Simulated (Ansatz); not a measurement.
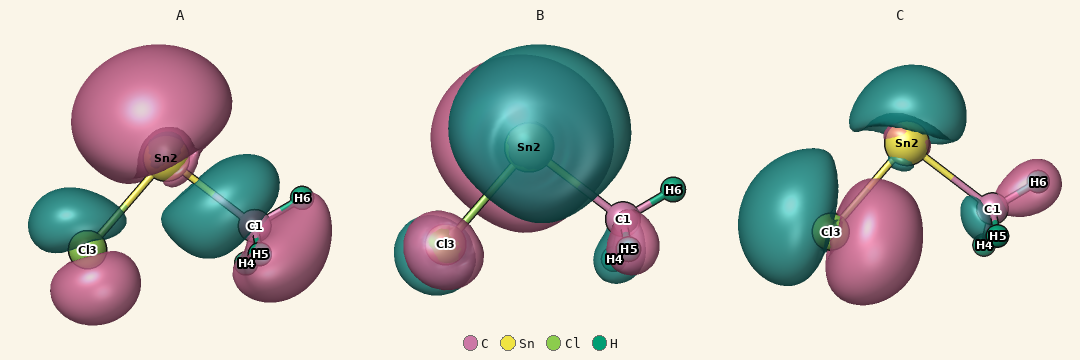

Figure. CH₃ClSn. Three frontier orbitals at ±0.08 Å⁻³ᐟ² (teal and pink are the two phases), in no order.

Geometry: PBE0-D4/def2-TZVP; core potentials replace the inner electrons of Sn.

All numbers below come from RKS PBE0-D4/def2-TZVPP (Ansatz 0.2.0).

The calculation's input:

```
crystal:
  periodic: [false, false, false]
  atoms:
    - {symbol: C, position_ang: [-0.387878, 0.475100, -0.311470]}
    - {symbol: Sn, position_ang: [0.059703, -0.506127, 1.579784]}
    - {symbol: Cl, position_ang: [1.714267, -1.932809, 0.631085]}
    - {symbol: H, position_ang: [-0.682266, -0.278619, -1.047063]}
    - {symbol: H, position_ang: [0.519290, 0.959524, -0.684398]}
    - {symbol: H, position_ang: [-1.181116, 1.218931, -0.214238]}
basis:
  gaussian: {orbitals: def2-TZVPP}
hamiltonian: {xc: pbe0, dispersion: d4}
output: {orbitals: {seedname: orbitals}}
```

Run with:

```sh
ansatz run in.yaml --threads 4 --pin off --events-out ev --progress --plain --max-ram 10444MiB
```

Question: Which picture is the HOMO−1, the HOMO and the LUMO?

Answer: C is the HOMO−1 (−8.63 eV). It lies mainly on Cl3 (about 80 %) and Sn2 (about 15 %); largely a lone pair of Cl3. A is the HOMO (−6.69 eV). By Hirshfeld shares it lies mainly on Sn2 (about 55 %), C1 (about 25 %) and Cl3 (about 15 %). B is the LUMO (−2.72 eV). Its weight (Hirshfeld) is mainly on Sn2 (about 85 %) and Cl3 (about 10 %).

Question: What is the HOMO–LUMO gap?

Answer: 3.97 eV between the orbital energies.
